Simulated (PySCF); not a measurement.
SMILES Cl[Si](Cl)(Cl)Cl at its PBE0/def2-SVP optimised geometry (Å):

```
5

Cl    -1.3577    -1.9190     1.6621
Si    -0.6786    -0.9596     0.0000
Cl    -1.3571     0.9596     0.0000
Cl     1.3571    -0.9596     0.0000
Cl    -1.3569    -1.9196    -1.6620
```

Computed with PySCF with PBE0/def2-TZVP. Cells within 0.4 Å of a nucleus heavier than hydrogen are left out (blank, or x).

Map of the electrostatic potential (hartree/e), clipped to [-0.08, 0.12] on the plane z = 0.0 Å:

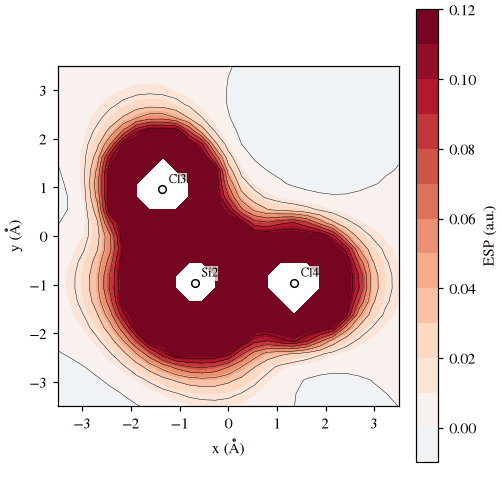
Electrostatic potential (hartree/e), clipped to [-0.08, 0.12] on the plane z = 0.0 Å.
